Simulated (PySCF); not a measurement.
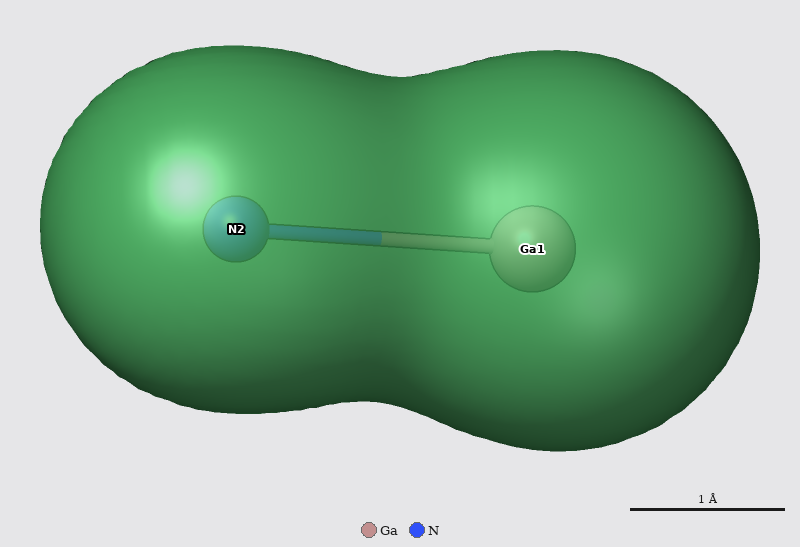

The picture shows: GaN (triplet). Isosurface of the total electron density at 0.1 e/Å³ (green), seen from one side.

Level of theory: PBE0/cc-pVDZ(-PP), non-relativistic Hamiltonian with scalar-relativistic core potentials where named, at a bond length of 2.026 Å (PySCF 2.14.0).

### Which contacts does the surface bridge?

At this value the surface is in one piece. It bridges the sampled Ga–N (2.03 Å) contact, where the density stays above the isovalue. On the grid the lowest density along these lines, outside the cores, is 0.61 e/Å³ (Ga–N, 2.03 Å).
